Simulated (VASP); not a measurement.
Band structure of Be (hcp). These are vdW-DF2, VASP's PBE PAW potentials (set 64) (plane waves; VASP) values and carry that method's errors.

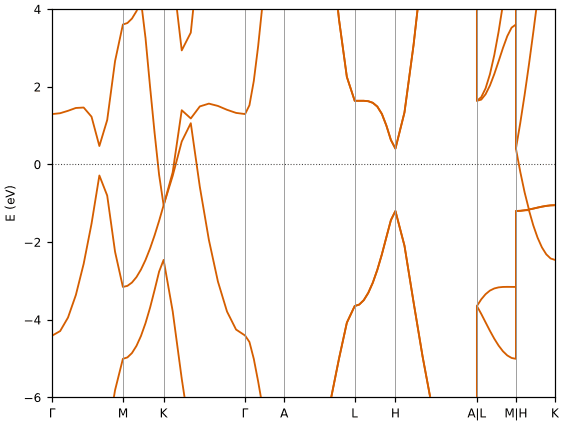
Figure. Bands along high-symmetry lines, zero at the valence-band maximum or, without a gap, the Fermi level

Q: Read the plot: is there a gap, and where are the band edges?

A: It has no gap at this level: it comes out as a metal or semimetal. (Edges off the drawn lines would not show.)

The compound is Be in the hcp structure. It was relaxed first.
